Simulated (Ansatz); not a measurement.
```xyz
12

Si   -0.3156   -0.2962   -1.1373
Si    1.1766    1.3004    0.2497
S     0.9496   -1.4154   -2.2730
H     1.2723    0.0366   -1.0535
H    -1.0956    0.8280   -1.7337
Si   -1.3288   -1.1794    0.7866
H     0.0399    2.2070    0.5638
H     2.2762    2.0627   -0.3927
H     1.6556    0.5981    1.4641
H    -1.9320   -0.1091    1.6259
H    -0.3038   -1.9181    1.5648
H    -2.3942   -2.1146    0.3354
```

A transition-state structure; geometry: PBE0-D4/def2-TZVP.

The calculation used Ansatz, RKS PBE0-D4/def2-TZVPP.

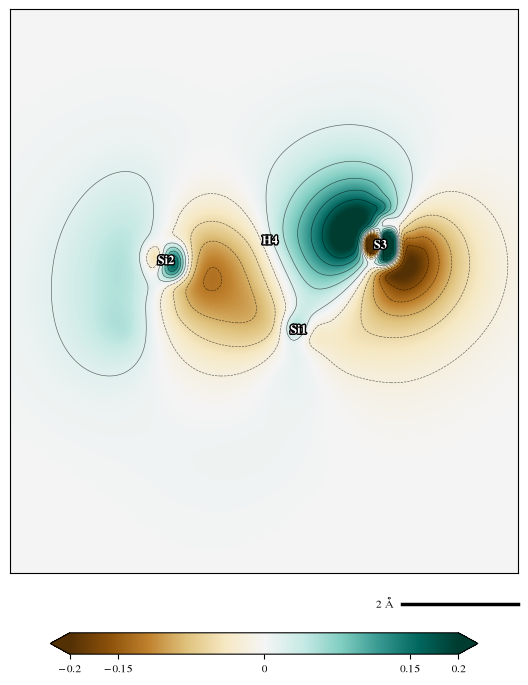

H5SSi2···H3Si. The HOMO−1 on the plane of atoms S3, Si1 and H4 (values in Å⁻³ᐟ²; the overall sign is arbitrary).

What is the character of this orbital?

By Hirshfeld shares it lies mainly on S3 (about 75 %); largely a lone pair of S3. Its energy is −6.68 eV.
